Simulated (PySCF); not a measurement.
Consider CH₁₂OSi₄ (SMILES [SiH3]OC([SiH3])([SiH3])[SiH3]).

| atom | x (Å) | y (Å) | z (Å) |
| --- | --- | --- | --- |
| Si | 2.3064 | 0.5219 | 0.7166 |
| O | 0.7183 | 0.3473 | 0.8870 |
| C | -0.3689 | -0.0452 | 0.0206 |
| Si | -0.1069 | -1.8363 | -0.5996 |
| Si | -1.8307 | 0.0887 | 1.2529 |
| Si | -0.5325 | 1.1877 | -1.4330 |
| H | 2.6477 | 1.5358 | -0.2876 |
| H | 2.6334 | 0.9421 | 2.0728 |
| H | 2.9656 | -0.7338 | 0.3399 |
| H | -1.3132 | -2.2269 | -1.3295 |
| H | 1.0505 | -1.9010 | -1.4967 |
| H | 0.1215 | -2.7302 | 0.5364 |
| H | -1.5764 | -0.8130 | 2.3773 |
| H | -3.0904 | -0.2706 | 0.5956 |
| H | -1.8979 | 1.4640 | 1.7490 |
| H | 0.6303 | 1.0877 | -2.3195 |
| H | -0.6225 | 2.5553 | -0.9204 |
| H | -1.7431 | 0.8328 | -2.1735 |

Geometry: GFN2-xTB.

Level of theory: CAM-B3LYP/def2-SVPD, SCF density, gas phase (PySCF).

### What will maps of the electron density and electron localisation function show?

C–O (1.44 Å): the density is about 1.8 e/Å³ at the midpoint, with its minimum of 1.5 e/Å³ about 0.5 Å from C; the ELF peaks at about 0.85 between the atoms (a polar covalent bond).
Si–O (1.61 Å): the density is about 1.2 e/Å³ at the midpoint; the ELF peaks at about 0.85 between the atoms (a polar covalent bond).
C–Si (1.92 Å): ρ is about 0.91 e/Å³ halfway; the ELF peaks at about 0.95 between the atoms: localised, covalent bonding.
Si–H (1.46 Å): ρ at the midpoint is about 0.81 e/Å³; the ELF climbs to about 1 towards the hydrogen, as it does in any bond to H.

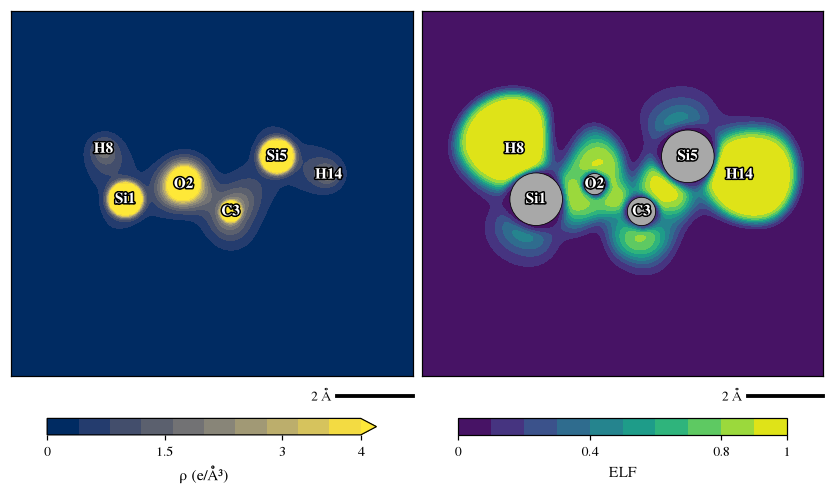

Computed electron density and electron localisation function on the plane of atoms Si1, O2 and C3, in this order. Grey discs cover the atomic cores in the ELF map. 
